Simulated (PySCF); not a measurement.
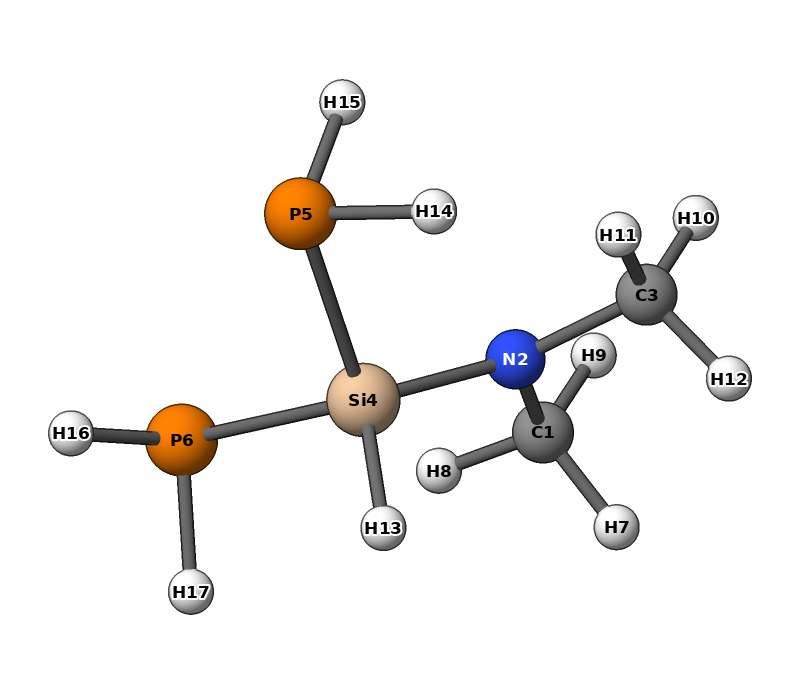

The questions are on isotropic NMR shieldings of the P atoms. The computed structure is the end point of a GFN2-xTB optimisation. No frequency run is at hand to confirm it as a minimum. Properties computed with GIAO PBE0/pcSseg-1 NMR shielding, non-relativistic, gas phase (PySCF 2.14.0).

Give the isotropic NMR shieldings of the P atoms atom by atom.

```csv
atom,σ (ppm)
P5,596.9
P6,608.2
```

The geometry is semi-empirical. Around P, Si such bond lengths and angles can be off by a tenth of an ångström or more and by several degrees, and values that hang on the shape move with them.
